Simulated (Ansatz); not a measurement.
The calculation's input:

```
crystal:
  periodic: [false, false, false]
  atoms:
    - {symbol: Si, position_ang: [-0.809620, 0.384931, -1.434684]}
    - {symbol: Cl, position_ang: [2.453342, -1.325994, -0.146580]}
    - {symbol: H, position_ang: [-2.023011, 0.890415, -2.130150]}
    - {symbol: H, position_ang: [-0.871745, -1.083371, -1.286147]}
    - {symbol: H, position_ang: [0.392579, 0.811477, -2.188906]}
    - {symbol: H, position_ang: [0.007388, 0.056529, 1.472684]}
    - {symbol: O, position_ang: [-0.781914, 0.977337, 0.126504]}
    - {symbol: H, position_ang: [1.705240, -1.000148, 0.897727]}
    - {symbol: O, position_ang: [0.600039, -0.469637, 2.041043]}
    - {symbol: H, position_ang: [-0.736896, 1.929772, 0.229427]}
    - {symbol: H, position_ang: [0.064598, -1.171210, 2.419084]}
basis:
  gaussian: {orbitals: def2-TZVPP}
hamiltonian: {xc: pbe0, dispersion: d4}
output: {orbitals: {seedname: orbitals}}
```

Run with:

```sh
ansatz run in.yaml --threads 4 --pin off --events-out ev --progress --plain --max-ram 9574MiB
```

The product side of a reaction path; geometry: PBE0-D4/def2-TZVP.

Level of theory: RKS PBE0-D4/def2-TZVPP in Ansatz 0.2.0.

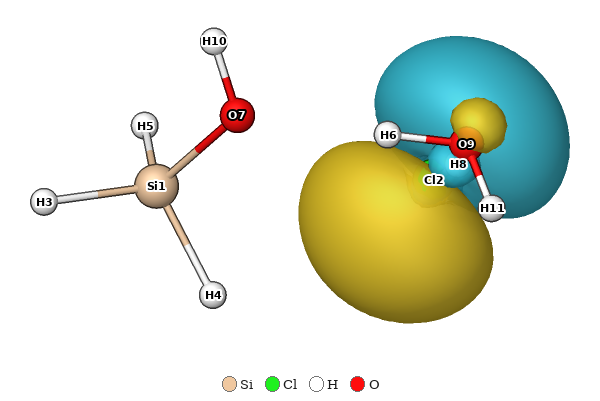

H₄OSi···HCl···H₂O. One frontier orbital at ±0.1 Å⁻³ᐟ² (yellow and cyan are the two phases), seen from one side.

### Which orbital is it: HOMO or LUMO?

The HOMO, at −8.36 eV. It lies mainly on Cl2 (about 95 %); largely a lone pair of Cl2.
